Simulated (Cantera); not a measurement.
Input: 1 mol AlN, 0.019 mol Cl₂, 0.28 mol O₂, at 1700 K.

Equilibrium computed with Cantera from the NASA thermochemical tables; the gas is ideal and each condensed phase is pure. Candidate condensed phases: Al, AlCl₃, AlN, Al₂O₃; 24 gas species. Mutual solubility and eutectic melting of coexisting phases are not modelled. The tables' values for AlCl₂ are old estimates; treat these amounts as uncertain. Rates play no part.

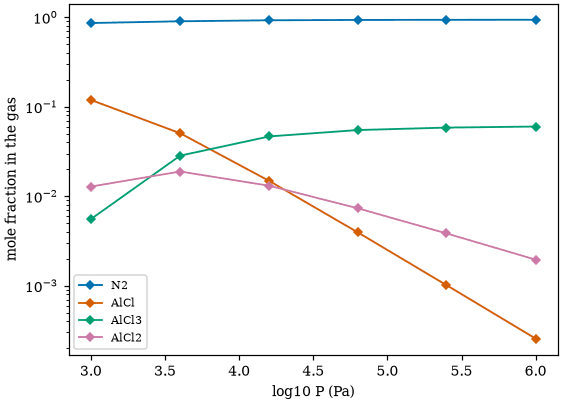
*Equilibrium gas composition (values under 1e-9 drawn at 1e-9)*

Question: Read off the mole fractions at 2.50 bar.

Answer: N₂ about 0.94, AlCl₃ about 0.058, AlCl₂ about 0.0038, AlCl about 0.0010.
